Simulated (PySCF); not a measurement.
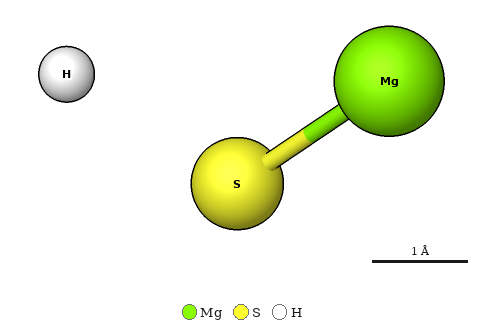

Figure 1. The structure (ball-and-stick view, seen at an oblique angle). Sticks mark near contacts. Bond lengths as drawn: Mg–S 2.33 Å.

**Single-point calculation, with input and output: MgHS**

The run: single-point calculation of MgHS, multiplicity 2. Method and program: RPA/STO-3G, UHF (PySCF 2.14.0).

A bond length was changed on purpose from its optimised value.

The program's output
```
WARN: HOMO -0.132104383406717 >= LUMO -0.132104383406717

converged SCF energy = -590.624421202253  <S^2> = 0.75214952  2S+1 = 2.0021484
E(URPA) = -590.285809803743  E_corr = -0.0734719308586951  E_hf = -590.212337872885
Final energy -590.6978931331116
```

This output came from the following input.

Input file (run.py)
```python
from pyscf import gto
from pyscf.gw.urpa import URPA

molecule = gto.Mole()
molecule.atom = 'Mg 1.378740 -1.637214 0.567259; S -0.667960 -1.489214 -0.526241; H -0.696400 0.920100 -0.276400'
molecule.verbose = 3
molecule.spin = 1
molecule.max_memory = 1860
molecule.basis = 'sto-3g'
molecule.build()

calc0 = molecule.UHF()
calc0.conv_tol = 1e-10
calc0.kernel()
if not calc0.converged:
    calc0 = calc0.newton().run(calc0.mo_coeff, calc0.mo_occ)

rpa = URPA(calc0, frozen=6)
rpa.kernel()
e_exx = calc0.e_tot
e_tot = e_exx + rpa.e_corr
print('Final energy', e_tot)
```

Run as:
```bash
OMP_NUM_THREADS=1 python run.py
```

Key numbers

| quantity | value |
| --- | --- |
| outcome | converged |
| total energy | −590.697893 hartree |
| SCF energy | −590.624421 hartree |
| correlation energy | −0.073472 hartree |
| basis functions | 19 |
| ⟨S²⟩ | 0.752 |
| hardware | 1 thread of Arm Neoverse V1, 24 GiB of memory available, shared host |
| wall time | 1.1 s |
| peak memory | 0.12 GiB |
